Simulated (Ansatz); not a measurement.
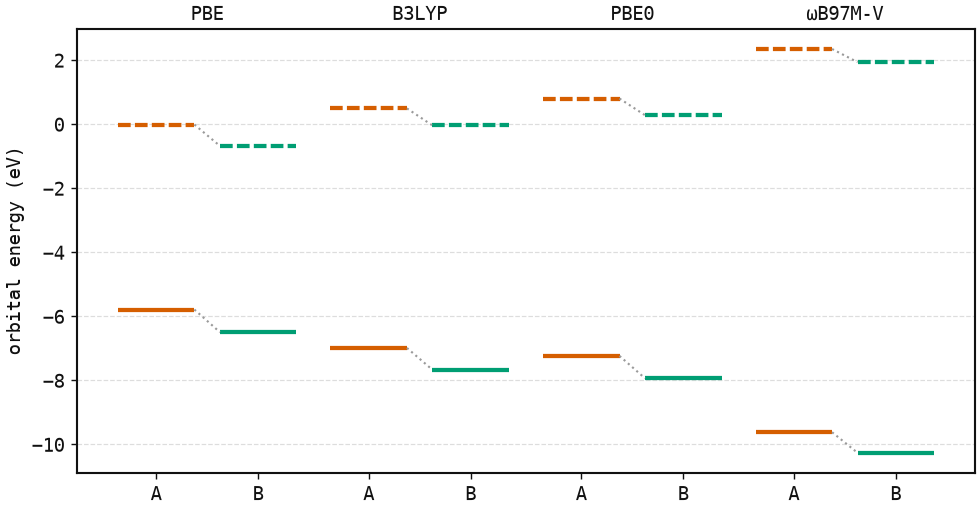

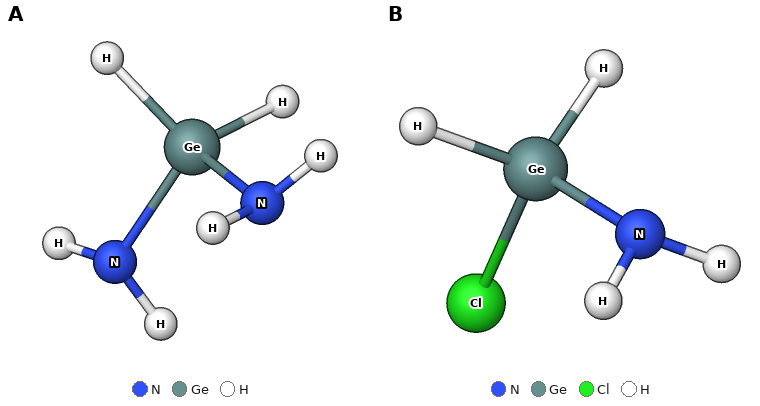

One change: A, GeN₂H₆ (SMILES [NH2][GeH2][NH2]), becomes B, GeNH₄Cl (SMILES [NH2][GeH2][Cl]). NH₂ on Ge is replaced by Cl. HOMO (solid) and LUMO (dashed) computed in def2-TZVPP at PBE0-D4/def2-TZVP geometries, both minima by their frequencies, gas phase, the Ansatz code. Empty levels above zero depend strongly on the basis.

### What does the change do to HOMO and LUMO?

PBE: the HOMO falls by 0.71 eV, the LUMO falls by 0.67 eV, and the separation goes from 5.78 to 5.82 eV. B3LYP: the HOMO falls by 0.68 eV, the LUMO falls by 0.53 eV, and the separation goes from 7.48 to 7.63 eV. PBE0: the HOMO falls by 0.70 eV, the LUMO falls by 0.52 eV, and the separation goes from 8.04 to 8.22 eV. ωB97M-V: the HOMO falls by 0.64 eV, the LUMO falls by 0.41 eV, and the separation goes from 11.97 to 12.20 eV.

### Do the functionals agree on the effect?

They agree on the direction for both levels; the HOMO shift lies between −0.71 and −0.64 eV and the LUMO shift between −0.67 and −0.41 eV, while the separations themselves differ by up to 6.4 eV between functionals.
